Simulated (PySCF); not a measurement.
```yaml
atoms:
  - { symbol: Cl, position_ang: [-3.2857, 1.5932, 1.4400] }
  - { symbol: Si, position_ang: [-2.7674, 0.1654, 0.0613] }
  - { symbol: B, position_ang: [-0.9669, 0.5354, -0.6252] }
  - { symbol: C, position_ang: [0.2496, 0.4849, 0.3330] }
  - { symbol: C, position_ang: [1.6457, 0.9941, -0.0999] }
  - { symbol: Si, position_ang: [2.3379, -0.7795, -0.0897] }
  - { symbol: C, position_ang: [0.4617, -1.0667, 0.1747] }
  - { symbol: H, position_ang: [-2.9345, -1.1071, 0.7875] }
  - { symbol: H, position_ang: [-3.8865, 0.1787, -0.8941] }
  - { symbol: H, position_ang: [-0.7581, 0.7003, -1.7703] }
  - { symbol: H, position_ang: [0.0782, 0.7187, 1.3829] }
  - { symbol: H, position_ang: [2.0771, 1.7072, 0.5990] }
  - { symbol: H, position_ang: [1.6248, 1.4725, -1.0773] }
  - { symbol: H, position_ang: [3.1485, -1.1440, 1.0729] }
  - { symbol: H, position_ang: [2.8924, -1.3293, -1.3265] }
  - { symbol: H, position_ang: [-0.0350, -1.4743, -0.7096] }
  - { symbol: H, position_ang: [0.1113, -1.6375, 1.0303] }
```

Geometry: GFN2-xTB.

Computed with PySCF, PBE0/pcSseg-1, SCF density, gas phase, non-relativistic.

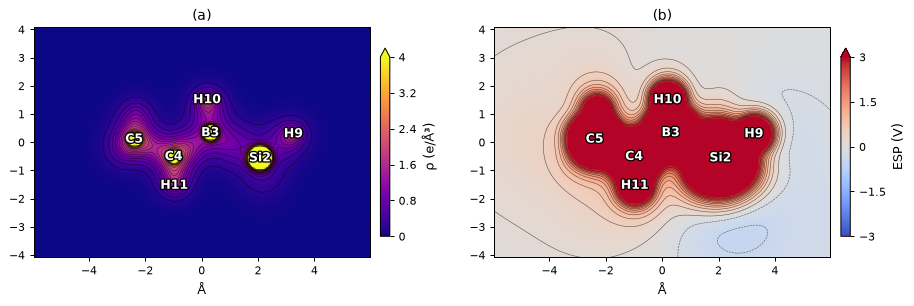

C3H10BClSi2 (SMILES Cl[SiH2]BC1C[SiH2]C1). (a) total electron density; (b) molecular electrostatic potential on the plane of atoms Si2, B3 and H10.

Q: What does the map show?

A: The section cuts through Si, B, C and H sites.
C–C (1.55 Å): ρ is about 1.6 e/Å³ halfway.
C–B (1.55 Å): ρ at the midpoint is about 1.4 e/Å³.
Si–B (1.96 Å): the density is about 0.85 e/Å³ at the midpoint.
C–H (1.09 Å): ρ at the midpoint is about 2 e/Å³.
B–H (1.18 Å): ρ is about 1.3 e/Å³ halfway.
Outside the dense part of the molecule the potential is most negative (−0.5 V) near Cl1, which lies off the plane.
